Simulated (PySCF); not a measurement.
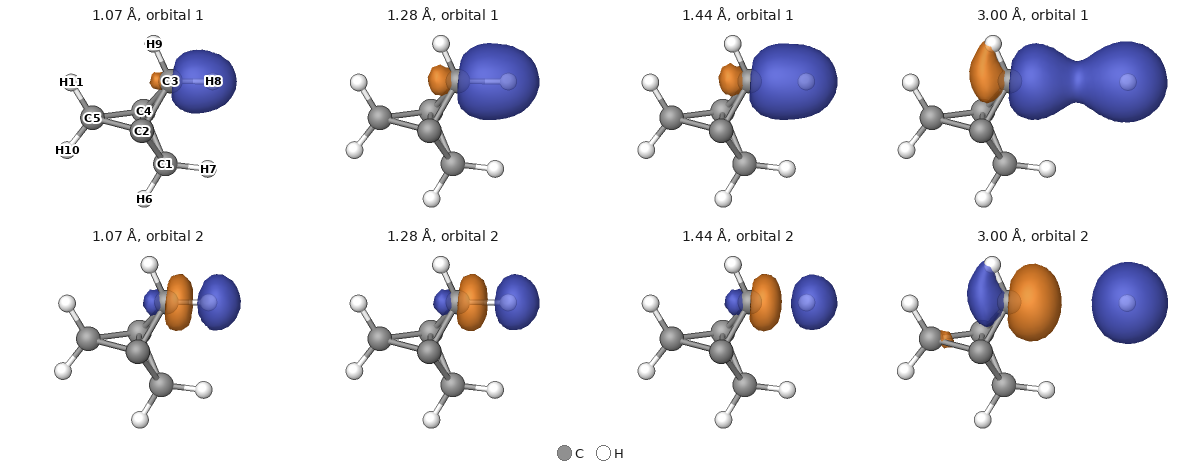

Figure 1: C5H6, SMILES `C1C23CC13C2`. Rigid stretch of the C3–H8 bond. The two CASSCF(2,2) natural orbitals nearest half filling (orbital 1 the more occupied).

Method: 6-31+G* basis; geometry: GFN2-xTB; program: PySCF. No frequency check shows the geometry to be a minimum.

Geometry (Å), atoms numbered from 1:

```
C1      -0.3315    1.2366    0.0000
C2       0.0001   -0.0002    0.8003
C3      -0.9054   -0.9052   -0.0000
C4       0.0001    0.0001   -0.8003
C5       1.2367   -0.3312    0.0000
H6       0.3889    2.0454    0.0001
H7      -1.3595    1.5770    0.0001
H8      -1.9658   -0.6860   -0.0001
H9      -0.6860   -1.9659   -0.0001
H10      2.0455    0.3888    0.0001
H11      1.5770   -1.3595   -0.0001
```

### How do the occupations change along the stretch?

1.07 Å: 1.98 and 0.02; 1.28 Å: 1.97 and 0.03; 1.44 Å: 1.95 and 0.05; 3.00 Å: 1.29 and 0.71. At the longest distance computed (3.00 Å) they are 1.29 and 0.71, and the effective number of unpaired electrons is 1.7.

### Where does the UHF solution part from RHF?

Between 1.44 Å (⟨S²⟩ = 0, the two coincide) and 1.66 Å (⟨S²⟩ = 0.02); at 3.00 Å ⟨S²⟩ is 0.99 and UHF lies 3.4 eV below RHF.

### How much energy does the stretch cost?

By CASSCF, 4.5 eV from the lowest point of the scan (1.07 Å) to 3.00 Å; RHF gives 7.5 eV from its own lowest point. The fragments aren't relaxed and dynamic correlation is missing, so this isn't a bond dissociation energy.
